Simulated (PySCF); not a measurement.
**C$_{7}$H$_{13}$ClO (SMILES ClC[C@H]1CCCCCO1): density, localisation and related maps**

```yaml
atoms:
  - { symbol: Cl, position_ang: [3.0154, 2.1748, -0.1410] }
  - { symbol: C, position_ang: [2.5694, 0.4953, 0.2350] }
  - { symbol: C, position_ang: [1.0897, 0.2526, -0.0601] }
  - { symbol: C, position_ang: [0.7703, -1.2474, 0.0417] }
  - { symbol: C, position_ang: [-0.6202, -1.5945, -0.4885] }
  - { symbol: C, position_ang: [-1.7482, -0.7795, 0.1473] }
  - { symbol: C, position_ang: [-1.7831, 0.6719, -0.3373] }
  - { symbol: C, position_ang: [-0.8310, 1.5893, 0.4453] }
  - { symbol: O, position_ang: [0.3435, 0.9664, 0.9055] }
  - { symbol: H, position_ang: [2.7646, 0.3428, 1.2956] }
  - { symbol: H, position_ang: [3.2063, -0.1481, -0.3702] }
  - { symbol: H, position_ang: [0.8660, 0.6182, -1.0713] }
  - { symbol: H, position_ang: [0.8382, -1.5234, 1.0956] }
  - { symbol: H, position_ang: [1.5173, -1.8190, -0.5120] }
  - { symbol: H, position_ang: [-0.7999, -2.6551, -0.2976] }
  - { symbol: H, position_ang: [-0.6414, -1.4478, -1.5716] }
  - { symbol: H, position_ang: [-1.6459, -0.7976, 1.2333] }
  - { symbol: H, position_ang: [-2.6969, -1.2551, -0.1098] }
  - { symbol: H, position_ang: [-2.7916, 1.0740, -0.2291] }
  - { symbol: H, position_ang: [-1.5398, 0.6966, -1.4017] }
  - { symbol: H, position_ang: [-1.3136, 1.9389, 1.3618] }
  - { symbol: H, position_ang: [-0.5794, 2.4660, -0.1716] }
```

Geometry: GFN2-xTB.

Level of theory: PySCF, PBE0/pcSseg-1, SCF density, gas phase, non-relativistic.

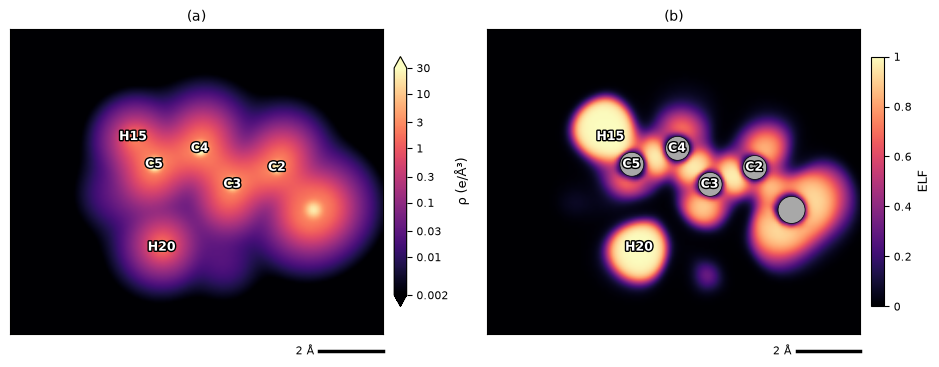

Figure 1. (a) total electron density; (b) ELF on the plane of atoms C4, C5 and H15. Grey discs cover the atomic cores in the ELF map.

Describe what can be read from this map.

- The plane passes through C and H nuclei.
- C–C (1.53 Å): ρ at the midpoint is about 1.6 e/Å³; the ELF peaks at about 0.95 between the atoms (localised, covalent bonding).
- C–H (1.09 Å): ρ is about 2 e/Å³ halfway; the ELF climbs to about 1 towards the hydrogen, as it does in any bond to H; a covalent bond by its length.
- The ELF also peaks beside Cl1, away from the bonds: lone-pair regions.

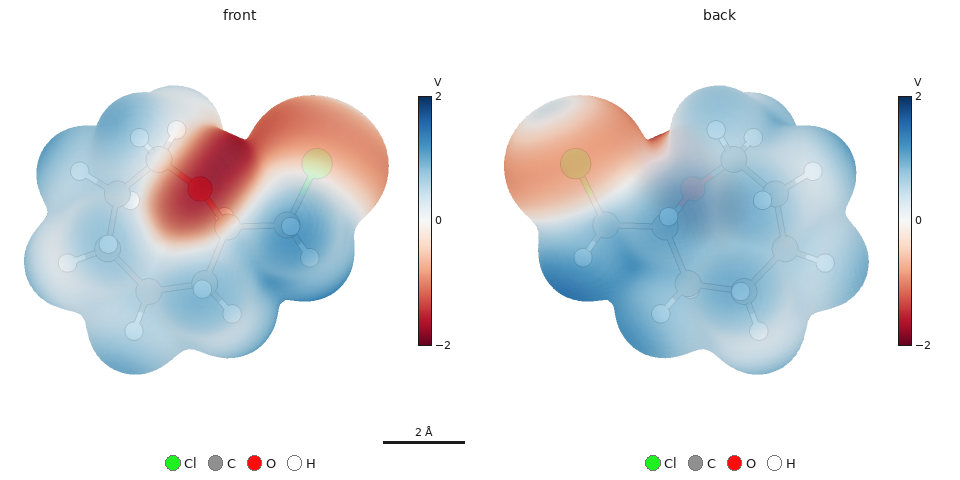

Figure 2. The molecular electrostatic potential painted on the density surface at 0.004 e/bohr³, seen from the front and from behind; the colour scale runs from red (negative) to blue (positive).

Where is the surface potential most negative and most positive?

The most negative region (about −1.7 V, or −39 kcal/mol for a unit charge) lies over O9, the most positive (about +1.4 V, or +32 kcal/mol for a unit charge) over H11. Cl1 shows a σ-hole: about +0.3 V at the tip opposite its bond, against about −0.8 V, or −18 kcal/mol for a unit charge on its flanks. O9 is the likeliest acceptor of a hydrogen bond.

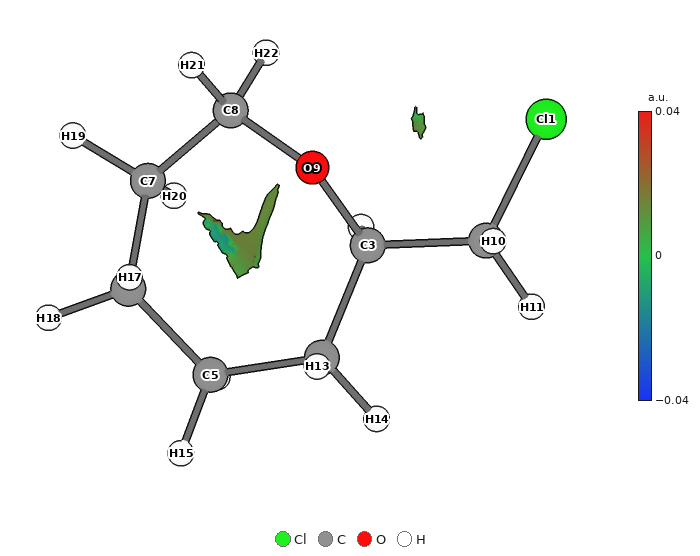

Figure 3. Non-covalent interaction (NCI) plot: the surface where the reduced density gradient is 0.5, for densities under 0.05 a.u., coloured by sign(λ₂)ρ; seen across its widest extent.

Which non-covalent interactions does the plot reveal?

Between C6 and H17 on one side and O9 and C8 on the other: a weak contact (green); between Cl1 on one side and O9 and C3 on the other: a weak contact (green).
